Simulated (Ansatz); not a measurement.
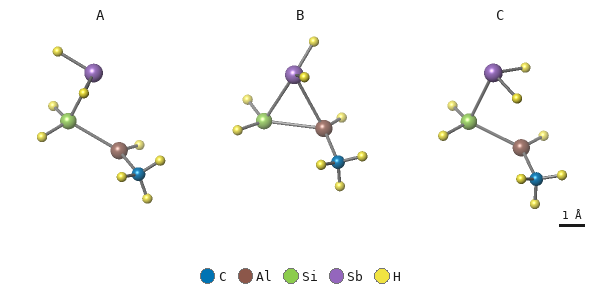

3 geometries from a converged minimum-energy path of CH₈AlSbSi, shuffled. Style: ball-and-stick. Shown from a free direction.

All numbers below come from Ansatz 0.2.0, RKS PBE0-D4/def2-SVP. Set-up: 9 movable images; climbing image; force threshold 0.05 eV/Å; iteration limit 60; starting path by image-dependent pair potential.

### One of them is the converged climbing image. Which?

B. In order along the path, whose images run from 0 to 10: C (image 3, +0.09 eV), B (image 5, +1.05 eV), A (image 8, +0.23 eV). The motion is an umbrella inversion at the Sb atom. No bond forms or breaks between the ends. Bond angles that change up to the highest image, for instance: Si–Sb–H 87.4° → 127.6°, Si–Sb–H 90.3° → 125.9°.
